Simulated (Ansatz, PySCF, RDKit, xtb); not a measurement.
# SnSiH4O: from the formula to a structure, part 1 of 2

Task: start from the formula SnSiH4O, draw up candidate structures, narrow them down in stages, and characterise the one that lies lowest at 298.15 K.

The funnel: GFN2-xTB relaxations, single points with a density functional, relaxations at BLYP-D3(BJ)/def2-SVP, harmonic vibrations, and a last energy at a higher level. All values are calculated.

6 further runs of the same task are left out: 6 set aside as unsound or not needed.

## 1. Possible bonding patterns

All bonding patterns within simple valence rules are listed by program: one Lewis structure each, at most two rings and one unusual centre or charged pair. O–O, O–halogen and N–halogen bonds and N–N–N chains are not drawn. That gives 22 candidates.

c010 [OH+]1[SiH2][SnH-]1; c014 [SiH][O][SnH3] (triplet); c114 [SiH][O][SnH3]; c134 O[SiH]=[SnH2]; c198 O[SiH2][SnH] (triplet); c200 [OH+]1[SiH-][SnH2]1; c249 [SiH2]=[O+][SnH2-]; c329 [SiH3][O][SnH]; c343 [OH2+][Si-]=[SnH2]; c382 [O]1[SiH2][SnH2]1; c399 O[Si][SnH3] (triplet); c490 O=[SiH][SnH3]; c494 [OH][Sn][SiH3] (triplet); c509 [SiH3][O][SnH] (triplet); c655 O[SiH2][SnH]; c672 [OH2+][Sn-]=[SiH2]; c689 [O]=[SnH][SiH3]; c748 [OH][SnH2][SiH]; c771 [OH][SnH]=[SiH2]; c784 O[Si][SnH3]; c853 [OH][Sn][SiH3]; c858 [OH][SnH2][SiH] (triplet).

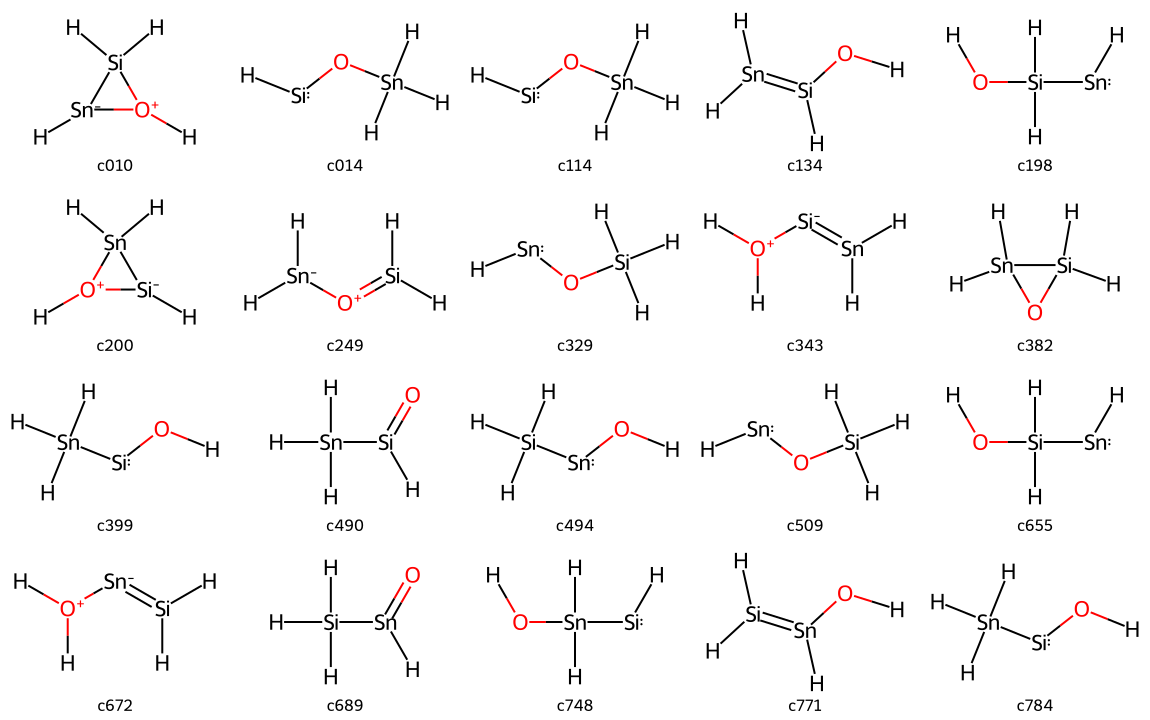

Structural formulas of the candidates (the first 20).

Candidates are built by distance geometry, with a force field where one applies, in up to four conformers (letters a to d). 6 starts with atoms placed at random are added, to find patterns that the rules miss.

## 2. First filter: tight binding

All 28 starts are relaxed the same way. One of them, c853a (enumerated, embedded by distance geometry and UFF), in full:

start.xyz

```xyz
7
c853a
O     -0.192495    -3.461851    -2.388183
Si    -1.407301    -1.309309     0.255285
Sn    -0.889115    -1.643127    -2.153885
H      0.536621    -3.565111    -1.726001
H     -1.917375     0.110124     0.506537
H     -2.492052    -2.256783     0.729211
H     -0.220602    -1.482252     1.094530
```

The run is started by

```
$ xtb start.xyz --gfn 2 --opt
```

The program printed (excerpt; [...] marks lines left out):

```text
* xtb version 6.7.1
[...]
          :  # basis functions                  28          :
[...]
          :  # electrons                        18          :
[...]
          :  Hamiltonian                  GFN2-xTB          :
[...]
          :  net charge                          0          :
          :  unpaired electrons                  0          :
[...]
   *** convergence criteria satisfied after 14 iterations ***
[...]
   *** GEOMETRY OPTIMIZATION CONVERGED AFTER 15 ITERATIONS ***
[...]
   *** convergence criteria satisfied after 3 iterations ***
[...]
         ::                     SUMMARY                     ::
         :::::::::::::::::::::::::::::::::::::::::::::::::::::
         :: total energy              -9.964319400579 Eh    ::
         :: gradient norm              0.000749105228 Eh/a0 ::
         :: HOMO-LUMO gap              2.217484383836 eV    ::
         ::.................................................::
         :: SCC energy               -10.008623698013 Eh    ::
         :: -> isotropic ES            0.037424426912 Eh    ::
         :: -> anisotropic ES          0.003453335640 Eh    ::
         :: -> anisotropic XC          0.000045681497 Eh    ::
         :: -> dispersion             -0.004152648394 Eh    ::
         :: repulsion energy           0.044304297434 Eh    ::
         :: add. restraining           0.000000000000 Eh    ::
         :: total charge              -0.000000000000 e     ::
         :::::::::::::::::::::::::::::::::::::::::::::::::::::
[...]
         9        2.0000           -0.3372547              -9.1772 (HOMO)
        10                         -0.2557637              -6.9597 (LUMO)
[...]
     #   Z          covCN         q      C6AA      α(0)
     1   8          1.571    -0.569    24.484     6.677
     2  14          3.647     0.329   101.891    19.355
     3  50          1.673     0.281   454.389    45.834
     4   1          0.807     0.281     0.782     1.389
     5   1          0.914    -0.117     6.184     3.890
     6   1          0.913    -0.106     5.788     3.763
     7   1          0.913    -0.099     5.538     3.681
[...]
     #   Z sym  total        # sym  WBO       # sym  WBO       # sym  WBO
 ---------------------------------------------------------------------------
     1   8      2.089 --     3      1.177     4      0.897
     2  14      3.569 --     3      0.963     5      0.874     6      0.860
                             7      0.858
     3  50      2.385 --     1      1.177     2      0.963
     4   1      0.921 --     1      0.897
     5   1      0.986 --     2      0.874
     6   1      0.989 --     2      0.860
     7   1      0.990 --     2      0.858
 ---------------------------------------------------------------------------
[...]
molecular dipole:
                 x           y           z       tot (Debye)
 q only:       -0.421       0.594      -0.020
   full:       -0.453       0.630      -0.983       3.182
molecular quadrupole (traceless):
[...]
          | TOTAL ENERGY               -9.964319400579 Eh   |
          | GRADIENT NORM               0.000749105228 Eh/α |
          | HOMO-LUMO GAP               2.217484383836 eV   |
           -------------------------------------------------
[...]
```

Wall time 0.066 s (1 thread of Arm Neoverse V1, shared host).

## 3. What the search left

28 of the 28 relaxations converged; 5 ended on a minimum already found. 23 distinct structures remain, the lowest 22 here:

| label | start | SMILES after | spin | energy (kcal/mol) | note |
| --- | --- | --- | --- | --- | --- |
| c329a | drawn | [SiH3][O][SnH] | singlet | 0.0 |  |
| c382a | drawn | [O][SiH2].[SnH2] ‡ | singlet | 9.9 | loosely bound |
| c349 | random and drawn | O[SiH2][SnH] | singlet | 25.3 |  |
| c134a | drawn | [OH][SiH][SnH2] ‡ | singlet | 26.0 |  |
| c186 | random | O[SiH2][SnH] | singlet | 28.2 |  |
| c490a | drawn | O=[SiH][SnH3] | singlet | 33.9 |  |
| c771a | drawn | [OH]1[SiH2][SnH]1 ‡ | singlet | 38.6 | bonds changed |
| c853a | drawn | [OH][Sn][SiH3] | singlet | 38.9 |  |
| c407 | random | [OH][SiH].[SnH2] ‡ | singlet | 46.4 | loosely bound |
| c784a | drawn | O[Si][SnH3] | singlet | 56.9 |  |
| c887 | random | [OH][Sn][SiH3] | singlet | 63.9 |  |
| c345 | random | [H][H].[OH][Si][SnH] ‡ | singlet | 68.3 | fell apart |
| c198a | drawn | O[SiH2][SnH] | triplet | 69.3 |  |
| c114a | drawn | [SiH][O][SnH3] | singlet | 70.3 |  |
| c509a | drawn | [SiH3][O][SnH] | triplet | 78.0 |  |
| c689a | drawn | [O]=[SnH][SiH3] | singlet | 79.1 |  |
| c672a | drawn | [OH2].[SiH2][Sn] ‡ | singlet | 80.3 | loosely bound |
| c228 | random | [OH2].[SiH][SnH] ‡ | singlet | 84.4 | fell apart |
| c014a | drawn | O=[SiH][SnH3] | triplet | 86.1 | bonds changed |
| c494a | drawn | [OH][Sn][SiH3] | triplet | 88.2 |  |
| c343a | drawn | [H].[OH2][Si][SnH] ‡ | singlet | 91.5 | loosely bound |
| c399a | drawn | [H].[H].[H].[OH][Si][Sn] ‡ | triplet | 93.0 | loosely bound |

‡ marks the bonded skeleton alone, with all bonds drawn single: no Lewis structure was assigned that passes a check against the bond lengths.

GFN2-xTB has no spin polarisation, so it can't rank spin states and is rough for open shells.

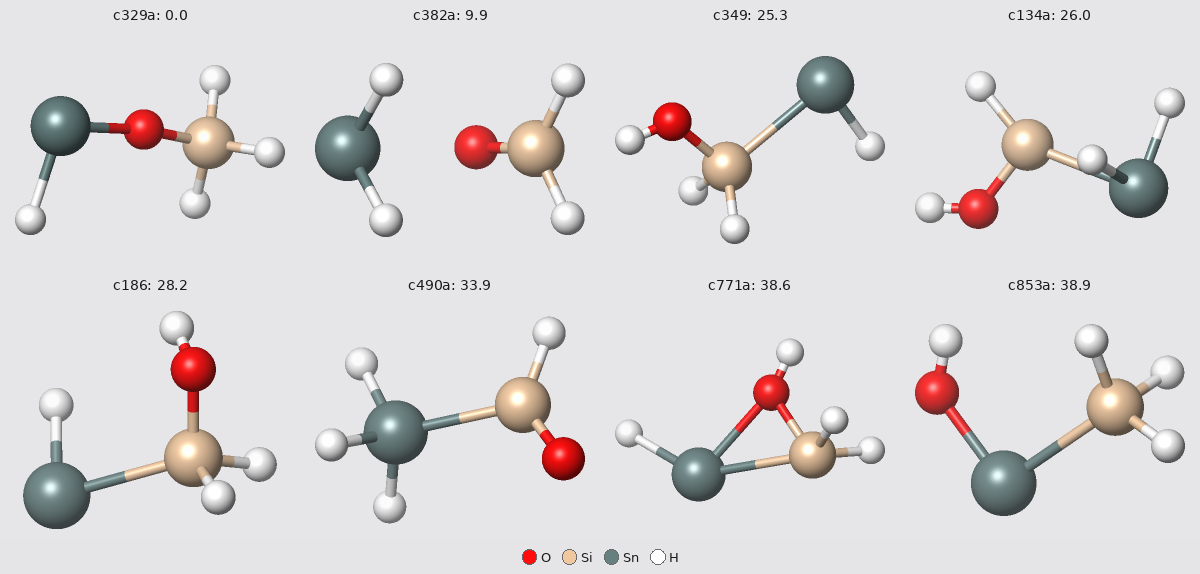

The 8 lowest minima that did not fall apart, with their GFN2-xTB energies in kcal/mol.

## 4. Single points on the low minima

A choice of the minima (the low ones first, few conformers of a pattern, up to a cap) and the lowest that fell apart get a single point at r2SCAN-D4/def2-SVP on the tight-binding geometry, and one at HF/STO-3G for comparison. The lowest singlets are also tried as triplets at the same geometry (label ending in t). The first, c329a:

input.yaml

```yaml
crystal:
  periodic: [false, false, false]
  atoms:
    - {symbol: O, position_ang: [-0.743041, -1.352382, -0.535188]}
    - {symbol: Si, position_ang: [-0.359224, -2.931329, -0.586076]}
    - {symbol: Sn, position_ang: [-1.462663, 0.517707, -0.448366]}
    - {symbol: H, position_ang: [-1.526586, -3.707961, -0.995611]}
    - {symbol: H, position_ang: [0.728259, -3.055828, -1.560778]}
    - {symbol: H, position_ang: [0.091880, -3.299679, 0.756857]}
    - {symbol: H, position_ang: [-3.326368, 0.127092, -0.293540]}
basis:
  gaussian:
    orbitals: def2-SVP
hamiltonian:
  xc: {name: r2SCAN}
  dispersion: d4
scf:
  lower_state_search: "off"
```

The run is started by

```
$ ansatz run input.yaml --threads 1 --pin off --max-ram 2610MiB --events-out events.jsonl --progress --plain --runs-dir runs
```

The program printed (excerpt; [...] marks lines left out):

```text
Warning: RAYON_NUM_THREADS=1 ignored (pool sized by the plan → 1); use --threads N
Functional definition: r2SCAN
  name "r2SCAN"
[...]
862 factors; their error is unknown
[...]
mean field -15817.97244371 eV, -581.2997654995 hartree, gradient 3.5e-6 eV, S^2 0.000000; 0 other end points of the search recorded, 0 dependent functions left out
reference -15817.97245466 eV, -581.2997659019 hartree; 24, 24 occupied and 54, 54 virtual orbitals, 862 factors
Total energy: -15818.00643970 eV, -581.3010148292 hartree
Checks for a lower state left out: stability, starts, cluster_reference, orbital_swaps, neighbouring_geometries, increment
```

Wall time 2.4 s (1 thread of Arm Neoverse V1, shared host).

Relative energies in kcal/mol, each column from its lowest structure that stays in one piece:

| label | SMILES | spin | GFN2-xTB | HF/STO-3G | r2SCAN-D4/def2-SVP |
| --- | --- | --- | --- | --- | --- |
| c329a | [SiH3][O][SnH] | singlet | 0.0 | 3.9 | 0.0 |
| c853a | [OH][Sn][SiH3] | singlet | 38.9 | 0.0 | 14.4 |
| c349 | O[SiH2][SnH] | singlet | 25.3 | 6.0 | 15.5 |
| c186 | O[SiH2][SnH] | singlet | 28.2 | 6.7 | 15.6 |
| c134a | [OH][SiH][SnH2] ‡ | singlet | 26.0 | 39.2 | 34.0 |
| c490a | O=[SiH][SnH3] | singlet | 33.9 | 10.0 | 40.3 |
| c382a | [O][SiH2].[SnH2] ‡ | singlet | 9.9 | 71.2 | 41.2 |
| c349t | O[SiH2][SnH] | triplet | – | – | 41.3 |
| c329at | [SiH3][O][SnH] | triplet | – | – | 43.0 |
| c853at | [OH][Sn][SiH3] | triplet | – | – | 54.7 |
| c345 | [H][H].[OH][Si][SnH] ‡ | singlet | 68.3 | 81.3 | 63.2 |
| c771a | [OH]1[SiH2][SnH]1 ‡ | singlet | 38.6 | 110.3 | 68.4 |

‡ marks the bonded skeleton alone, with all bonds drawn single: no Lewis structure was assigned that passes a check against the bond lengths.

## 5. Refinement at BLYP-D3(BJ)/def2-SVP

4 candidates are relaxed at BLYP-D3(BJ)/def2-SVP (chosen among the lowest in one piece). The first, c329a:

input.yaml

```yaml
crystal:
  periodic: [false, false, false]
  atoms:
    - symbol: O
      position_ang: [-0.743041, -1.352382, -0.535188]
    - symbol: Si
      position_ang: [-0.359224, -2.931329, -0.586076]
    - symbol: Sn
      position_ang: [-1.462663, 0.517707, -0.448366]
    - symbol: H
      position_ang: [-1.526586, -3.707961, -0.995611]
    - symbol: H
      position_ang: [0.728259, -3.055828, -1.560778]
    - symbol: H
      position_ang: [0.091880, -3.299679, 0.756857]
    - symbol: H
      position_ang: [-3.326368, 0.127092, -0.293540]
basis:
  gaussian: {orbitals: def2-SVP}
scf: {lower_state_search: "off"}
hamiltonian: {xc: {name: BLYP}, dispersion: d3bj}
relax: {f_tol: 0.003}
```

The run is started by

```
$ ansatz run input.yaml --threads 1 --pin off --max-ram 2610MiB --events-out events.jsonl --progress --plain --runs-dir runs
```

The program printed (excerpt; [...] marks lines left out):

```text
Warning: RAYON_NUM_THREADS=1 ignored (pool sized by the plan → 1); use --threads N
[...]
Functional definition: BLYP
  name "BLYP"
[...]
862 factors; their error is unknown
[...]
mean field -15815.74971240 eV, -581.2180816304 hartree, gradient 2.0e-6 eV, S^2 0.000000; 0 other end points of the search recorded, 0 dependent functions left out
[...]
reference -15815.75006049 eV, -581.2180944225 hartree; 24, 24 occupied and 54, 54 virtual orbitals, 862 factors
relax step   1: F+E_penalty+E_count = -15816.05307229 eV  Δ(F+E_penalty+E_count) = +0.000e0 eV  max|allowed force component| = 1.281e0 eV/Å  Δτ_max = 0.0000 Å  (16 SCF iters, accepted)
[...]
relax step   5: F+E_penalty+E_count = -15816.22182890 eV  Δ(F+E_penalty+E_count) = -1.031e-2 eV  max|allowed force component| = 6.137e-1 eV/Å  Δτ_max = 0.0689 Å  (19 SCF iters, accepted)
[...]
relax step  19: F+E_penalty+E_count = -15816.27199320 eV  Δ(F+E_penalty+E_count) = -7.552e-7 eV  max|allowed force component| = 1.845e-3 eV/Å  Δτ_max = 0.0011 Å  (12 SCF iters, accepted)
Total energy: -15816.27233090 eV, -581.2372875062 hartree
Atom 0 at    -0.324422    -1.086717    -0.347398 Å, force    -0.000203    -0.001364    -0.000253 eV/Å
Atom 1 at    -0.386010    -2.752470    -0.529135 Å, force    -0.000315     0.001845    -0.000180 eV/Å
Atom 2 at    -1.613808     0.493971    -0.361260 Å, force     0.000051     0.000732     0.000245 eV/Å
Atom 3 at    -1.790038    -3.240023    -0.771030 Å, force    -0.000352    -0.000236     0.000042 eV/Å
Atom 4 at     0.472166    -3.168712    -1.690917 Å, force     0.000630    -0.000377    -0.000689 eV/Å
Atom 5 at     0.145565    -3.418455     0.709129 Å, force     0.000338    -0.000454     0.000923 eV/Å
Atom 6 at    -3.101195    -0.529974    -0.672090 Å, force    -0.000149    -0.000146    -0.000088 eV/Å
Dipole moment:    -0.171841     0.350274     0.012611 e Å
Checks for a lower state left out: stability, starts, cluster_reference, orbital_swaps, neighbouring_geometries, increment
```

Run time: 30 s. Hardware: 1 thread of Arm Neoverse V1, shared host.

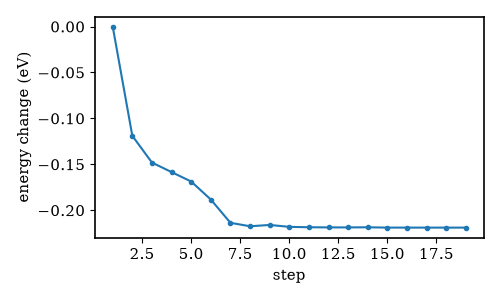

Energy along the run, all evaluated steps.

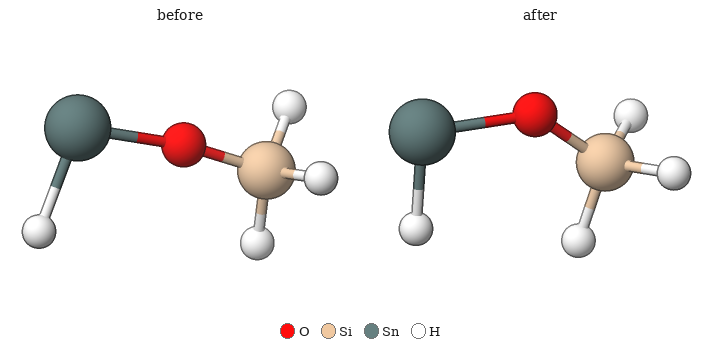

Before and after, at one scale.

After the run. Bond lengths: O1–Si2 1.677 Å, O1–Sn3 2.040 Å, Si2–H4 1.506 Å, Si2–H5 1.503 Å, Si2–H6 1.503 Å, Sn3–H7 1.832 Å. Angles: Si2–O1–Sn3 138.2°, O1–Si2–H4 111.9°, O1–Si2–H5 109.7°, O1–Si2–H6 109.7°, O1–Sn3–H7 94.7°, H4–Si2–H5 108.6°, H4–Si2–H6 108.6°, H5–Si2–H6 108.2°.

## 6. Ranking at BLYP-D3(BJ)/def2-SVP

| label | spin | r2SCAN-D4/def2-SVP (kcal/mol) | BLYP-D3(BJ)/def2-SVP, relaxed (kcal/mol) | time |
| --- | --- | --- | --- | --- |
| c329a | singlet | 0.0 | 0.0 | 30 s |
| c853a | singlet | 14.4 | 16.0 | 32 s |
| c186 | singlet | 15.6 | 19.2 | 24 s |
| c349 | singlet | 15.5 | 19.6 | 17 s |

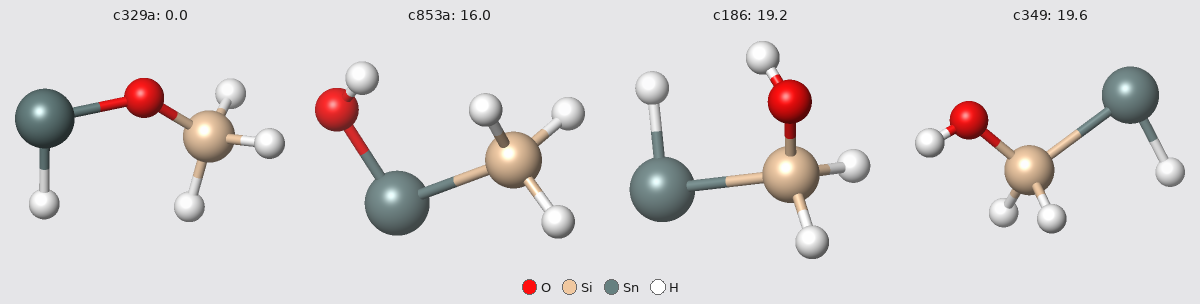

The relaxed structures, with energies at BLYP-D3(BJ)/def2-SVP in kcal/mol.

## 7. Vibrations and thermal terms

The lowest few in one piece go on as finalists (c349 drops out). Harmonic vibrations at BLYP-D3(BJ)/def2-SVP test each finalist and give the zero-point energy and the thermal terms. The first, c329a:

input.yaml

```yaml
crystal:
  periodic: [false, false, false]
  atoms:
    - {symbol: O, position_ang: [-0.324422, -1.086717, -0.347398]}
    - {symbol: Si, position_ang: [-0.386010, -2.752470, -0.529135]}
    - {symbol: Sn, position_ang: [-1.613808, 0.493971, -0.361260]}
    - {symbol: H, position_ang: [-1.790038, -3.240023, -0.771030]}
    - {symbol: H, position_ang: [0.472166, -3.168712, -1.690917]}
    - {symbol: H, position_ang: [0.145565, -3.418455, 0.709129]}
    - {symbol: H, position_ang: [-3.101195, -0.529974, -0.672090]}
basis:
  gaussian: {orbitals: def2-SVP}
hamiltonian: {xc: {name: BLYP}, dispersion: d3bj}
scf: {lower_state_search: off}
phonons: {}
```

The run is started by

```
$ ansatz run input.yaml --threads 1 --pin off --max-ram 2610MiB --events-out events.jsonl --progress --plain --runs-dir runs
```

The program printed (excerpt; [...] marks lines left out):

```text
Warning: RAYON_NUM_THREADS=1 ignored (pool sized by the plan → 1); use --threads N
[... 2 set-up lines as earlier in the session ...]
[...]
862 factors; their error is unknown
[...]
mean field -15815.95343545 eV, -581.2255683145 hartree, gradient 2.7e-6 eV, S^2 0.000000; 0 other end points of the search recorded, 0 dependent functions left out
[...]
reference -15815.95377656 eV, -581.2255808502 hartree; 24, 24 occupied and 54, 54 virtual orbitals, 862 factors
[...]
862 factors; their error is unknown
mean field -15815.95341672 eV, -581.2255676262 hartree, gradient 9.4e-7 eV, S^2 0.000000; 0 other end points of the search recorded, 0 dependent functions left out
[...]
reference -15815.95375778 eV, -581.2255801601 hartree; 24, 24 occupied and 54, 54 virtual orbitals, 862 factors
[...]
862 factors; their error is unknown
[...]
Total energy: -15816.27233089 eV, -581.2372875058 hartree
Atom 0 at    -0.324422    -1.086717    -0.347398 Å, force    -0.000095    -0.001135    -0.000212 eV/Å
Atom 1 at    -0.386010    -2.752470    -0.529135 Å, force    -0.000321     0.001849    -0.000154 eV/Å
Atom 2 at    -1.613808     0.493971    -0.361260 Å, force     0.000080     0.000615     0.000205 eV/Å
Atom 3 at    -1.790038    -3.240023    -0.771030 Å, force    -0.000415    -0.000308     0.000037 eV/Å
Atom 4 at     0.472166    -3.168712    -1.690917 Å, force     0.000627    -0.000369    -0.000717 eV/Å
Atom 5 at     0.145565    -3.418455     0.709129 Å, force     0.000276    -0.000474     0.000908 eV/Å
Atom 6 at    -3.101195    -0.529974    -0.672090 Å, force    -0.000151    -0.000178    -0.000066 eV/Å
Dipole moment:    -0.171843     0.350278     0.012611 e Å
Vibrations: 62.49 121.97 177.78 410.42 585.23 707.97 709.87 908.19 927.30 928.53 976.13 1559.97 2134.47 2145.75 2149.22 cm⁻¹, zero-point energy 0.899213 eV
Checks for a lower state left out: stability, starts, cluster_reference, orbital_swaps, neighbouring_geometries, increment
```

It took 53 s on 1 thread of Arm Neoverse V1, shared host.

## 8. Zero-point energy and free-energy terms

At 298.15 K and 1 atm, ideal gas, rigid rotor and harmonic oscillator:

| label | SMILES | spin | point group | lowest mode (cm⁻¹) | zero-point (kcal/mol) | G − E (kcal/mol) |
| --- | --- | --- | --- | --- | --- | --- |
| c329a | [SiH3][O][SnH] | singlet | Cs | 62 | 20.7 | 1.3 |
| c853a | [OH][Sn][SiH3] | singlet | C1 | 36 | 22.2 | 1.7 |
| c186 | O[SiH2][SnH] | singlet | C1 | 97 | 21.7 | 1.8 |

Chiral structures get −RT ln 2 for their mirror image.

## 9. Energies at the top level

Each finalist gets a single point at CCSD(T)/def2-TZVP.

c329a, CCSD(T)/def2-TZVP:

input.yaml

```yaml
crystal:
  periodic: [false, false, false]
  atoms:
    - symbol: O
      position_ang: [-0.324422, -1.086717, -0.347398]
    - symbol: Si
      position_ang: [-0.386010, -2.752470, -0.529135]
    - symbol: Sn
      position_ang: [-1.613808, 0.493971, -0.361260]
    - symbol: H
      position_ang: [-1.790038, -3.240023, -0.771030]
    - symbol: H
      position_ang: [0.472166, -3.168712, -1.690917]
    - symbol: H
      position_ang: [0.145565, -3.418455, 0.709129]
    - symbol: H
      position_ang: [-3.101195, -0.529974, -0.672090]
basis:
  gaussian: {orbitals: def2-TZVP}
correlation: {method: ccsd_t, frozen_orbitals: {O: 1, Sn: 4, Si: 5, H: 0}}
```

The run is started by

```
$ ansatz run input.yaml --threads 1 --pin off --max-ram 2610MiB --events-out events.jsonl --progress --plain --runs-dir runs
```

The program printed (excerpt; [...] marks lines left out):

```text
Warning: RAYON_NUM_THREADS=1 ignored (pool sized by the plan → 1); use --threads N
Functional definition: HF
  name "HF"
[...]
1097 factors; integrals over basis functions are off by at most 1.1e-3 eV
[...]
mean field -15770.77860512 eV, -579.5654239204 hartree, gradient 1.9e-6 eV, S^2 0.000000; 0 other end points of the search recorded, 0 dependent functions left out
10 core orbitals not correlated: weight in the atoms' cores, before any rotation towards them, 1.000 or more for the frozen orbitals, at most 0.000 for the correlated occupied ones
reference -15770.77860512 eV, -579.5654239204 hartree; 14, 14 occupied and 118, 118 virtual orbitals, 1097 factors
second order -18.02639981 eV of doubles, -0.00000000 eV of singles
cycle   1  -17.88523941 eV  change    1.4e-1 eV  update   1.2e-1
[...]
cycle  10  -18.56846944 eV  change   -2.2e-6 eV  update   2.6e-5
perturbative correction -0.61745028 eV, -0.0226908794 hartree
Total energy: -15789.96452484 eV, -580.2704934656 hartree
```

Run time: 44 s. Hardware: 1 thread of Arm Neoverse V1, shared host; peak memory 0.94 GiB.

(Continued in part 2 of 2.)
